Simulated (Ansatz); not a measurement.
bcc Ca (high-temperature phase) was calculated with r²SCAN+rVV10 (plane waves, PAW; Ansatz, a quantum-chemistry and plane-wave program).

Numerical settings: plane-wave cutoff 560 eV, 18×18×18 k mesh, Fermi–Dirac smearing 0.05 eV, scalar-relativistic PAW data made under PBE.

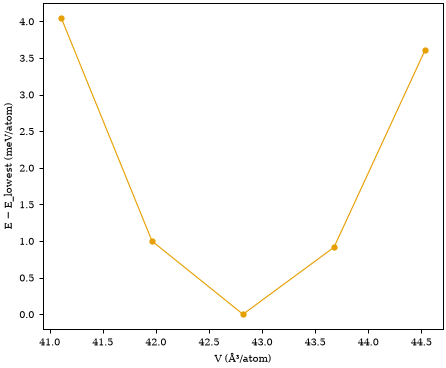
*Total energy against volume*

**Question.** From the curve, estimate the equilibrium volume and the bulk modulus.

**Answer.** V0 ≈ 42.8 Å³/atom and B0 ≈ 18 GPa; the fit gives V0 = 42.830 Å³/atom, B0 = 17.9 GPa, B′ = 2.7.

Note: symmetry holds this phase in the static calculation, where it need not be a minimum.

The result took around 80 core-seconds (rough).
